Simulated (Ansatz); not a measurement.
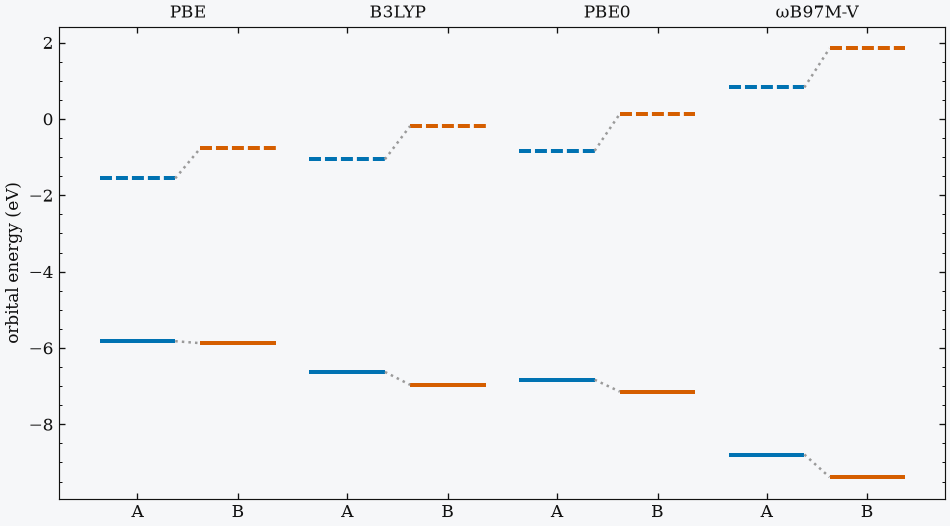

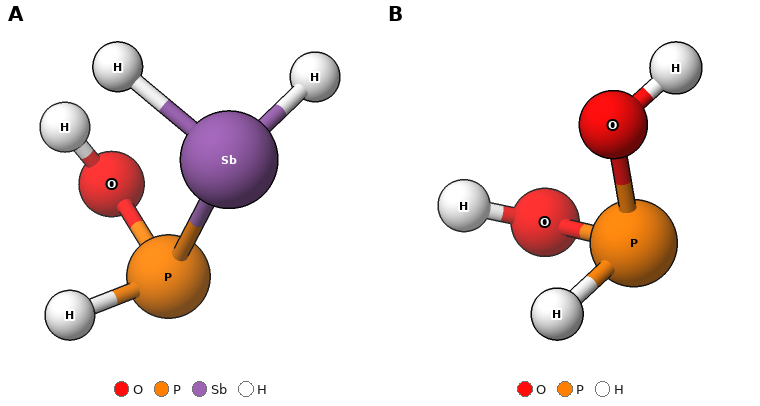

One change: A, SbPH₄O (SMILES O[PH][SbH2], trivalent P–OH tautomer), becomes B, PH₃O₂ (SMILES OPO, trivalent P–OH tautomer). SbH₂ on P is replaced by OH. HOMO (solid) and LUMO (dashed) computed in def2-TZVPP at PBE0-D4/def2-TZVP geometries, both minima by their frequencies, gas phase, the Ansatz code 0.2.0. Empty levels above zero depend strongly on the basis.

**What does the change do to HOMO and LUMO?**

PBE: the HOMO falls by 0.05 eV, the LUMO rises by 0.79 eV, and the separation goes from 4.27 to 5.11 eV. B3LYP: the HOMO falls by 0.34 eV, the LUMO rises by 0.87 eV, and the separation goes from 5.57 to 6.78 eV. PBE0: the HOMO falls by 0.31 eV, the LUMO rises by 0.97 eV, and the separation goes from 6.00 to 7.28 eV. ωB97M-V: the HOMO falls by 0.59 eV, the LUMO rises by 1.02 eV, and the separation goes from 9.62 to 11.23 eV.

**Do the functionals agree on the effect?**

They agree on the direction for both levels; the HOMO shift lies between −0.59 and −0.05 eV and the LUMO shift between 0.79 and 1.02 eV, while the separations themselves differ by up to 6.1 eV between functionals.

Caveats: core potentials past krypton; spin-orbit coupling is left out, and with Sb it can shift these values.
